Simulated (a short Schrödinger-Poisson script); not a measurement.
System: gated Al0.33Ga0.67N/GaN polarisation-induced gas, at 20 K.

```
layer       material  thickness (nm)  Na (cm⁻³)
-----  -------------  --------------  ---------
1      Al0.33Ga0.67N              30          -
2                GaN            6000       1e15
```

Constants are typed, rounded textbook-type inputs, not results; the design itself was drawn at random and stands for no fabricated device. Al0.33Ga0.67N: permittivity 9.3, conduction-band edge (eV) 0.462, gap (eV) 4.09, electron mass (mₑ) 0.24, Nv at 300 K (cm⁻³) 4.6e19. GaN: permittivity 9.5, conduction-band edge (eV) 0, gap (eV) 3.43, Nv at 300 K (cm⁻³) 4.6e19.

Channel valleys (confinement mass, in-plane density-of-states mass, number): Γ 0.2, 0.2, 1. At the gate the conduction-band edge of layer 1 lies 1.27 eV − eVg above the Fermi level of the channel; the field vanishes at the back. Sheet of polarisation charge: +1.6e13 e/cm² at 30 nm from the gate. The barrier under the gate holds no holes. Gaps are held at their typed values at every temperature. Mesh 0.08 nm at interfaces.

Solved with a short Schrödinger-Poisson script written for these runs: 1D Poisson equation in equilibrium, electrons quantum, Hartree plus LDA exchange-correlation (BenDaniel-Duke, 40 states a valley, the channel's in-plane mass for all, wave functions free to enter the barrier), parabolic valleys, classical holes, full ionisation, no traps, pinning or gate leakage.

Only gate voltages with over 1e8 electrons/cm² are shown.

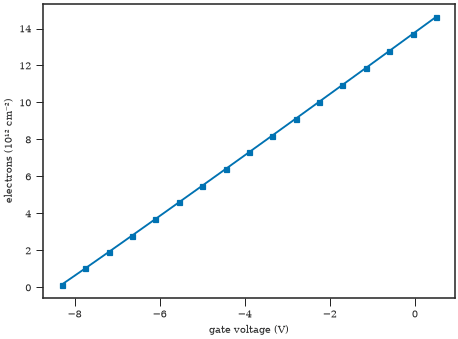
Fig. 1. Sheet density against gate voltage

```
Vg (V)  electrons (cm⁻²)  in the channel layer  C (μF/cm²)  Γ E0 (meV)  Γ E1 (meV)
------  ----------------  --------------------  ----------  ----------  ----------
0.5              1.46e13               1.32e13       0.269      -160.6       -14.5
-0.05            1.37e13               1.25e13       0.268      -151.7       -12.3
-0.6             1.28e13               1.17e13       0.268      -142.7       -10.3
-1.15            1.19e13               1.10e13       0.267      -133.6        -8.5
-1.7             1.10e13               1.02e13       0.267      -124.4        -6.7
-2.25            1.00e13               9.44e12       0.266      -115.1        -5.0
-2.8             9.13e12               8.64e12       0.266      -105.7        -3.2
-3.35            8.21e12               7.83e12       0.265       -96.3        -1.4
-3.9             7.31e12               7.00e12       0.264       -86.6         0.9
-4.45            6.40e12               6.17e12       0.264       -76.5         5.1
-5               5.50e12               5.33e12       0.263       -65.8        10.7
-5.55            4.59e12               4.48e12       0.262       -55.0        16.0
-6.1             3.70e12               3.62e12       0.261       -44.2        20.8
-6.65            2.80e12               2.76e12       0.260       -33.5        24.9
-7.2             1.91e12               1.89e12       0.259       -22.9        28.2
-7.75            1.03e12               1.02e12       0.256       -12.3        29.9
-8.3             1.56e11               1.55e11       0.251        -1.1        28.5
```

Subbands count from the Fermi level.
